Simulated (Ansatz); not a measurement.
Fields on a plane of CoSi2 (fluorite type, space group Fm-3m)

```yaml
crystal:
  lattice:
    - [0.00000, 2.65610, 2.65610]
    - [2.65610, 0.00000, 2.65610]
    - [2.65610, 2.65610, 0.00000]
  atoms:
    - { symbol: Co, position: [0.00000, 0.00000, 0.00000] }
    - { symbol: Si, position: [0.25000, 0.25000, 0.25000] }
    - { symbol: Si, position: [0.75000, 0.75000, 0.75000] }
```

The slice is a {111} plane (indices of the conventional cell) through the point (0.750, 0.750, 0.750) (fractional), spanned by u = [100] and v = [-1 2 0] in vectors of this cell: u (3.76 Å) and v (6.51 Å, at 90° to u). It covers one period; positions are fractions (u, v).

Atoms on it: Si at (0.00, 0.00); Si at (0.50, 0.50). Other atoms lie within 1 Å of the plane.

Computed with PBEsol (plane waves to 420 eV, PAW, scalar-relativistic; Ansatz, an electronic-structure program). k mesh 15×15×15. Inside the PAW spheres the values are not all-electron values, and peaks at nuclei hang on which shells count as valence. CoSi2 is run without spin polarisation. CoSi2 was relaxed with its symmetry unable to fall.

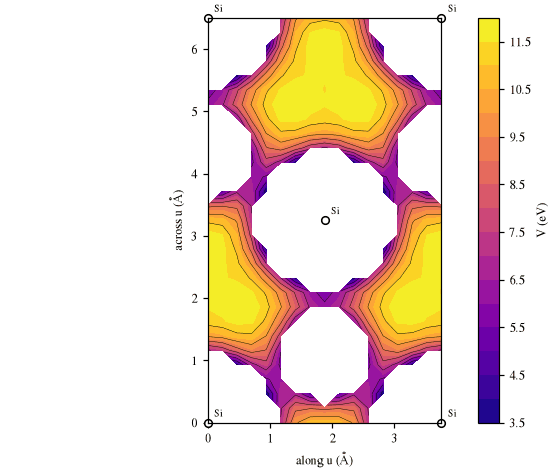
Figure: Electrostatic potential energy of an electron, from the cell's mean, in eV, one period of the plane, atoms marked. Points within 1 Å of a nucleus are left white, as the pseudised field means little there. The zero, the cell's mean, hangs on the PAW cores.

```tsv
v \ u	0.00	0.12	0.25	0.38	0.50	0.62	0.75	0.88
0.86	-0.3	-0.4	-0.7	-0.9	-1.0	-0.9	-0.7	-0.4
0.71	0.0	-0.2	-0.6	-0.7	-0.8	-0.7	-0.6	-0.2
0.57	-0.3	-0.4	-0.3	-0.4	-0.7	-0.4	-0.3	-0.4
0.43	-0.9	-0.8	-0.6	-0.5	-0.6	-0.5	-0.6	-0.8
0.29	-1.0	-0.9	-0.7	-0.5	-0.3	-0.5	-0.7	-0.9
0.14	-0.5	-0.5	-0.4	-0.2	0.1	-0.2	-0.4	-0.5
0.00	-1.3	-0.6	-0.4	-0.6	-0.7	-0.6	-0.4	-0.6
```

Values: log₁₀ of the valence density in e/Å³. The scale is logarithmic, as a density can span decades between atoms and voids.
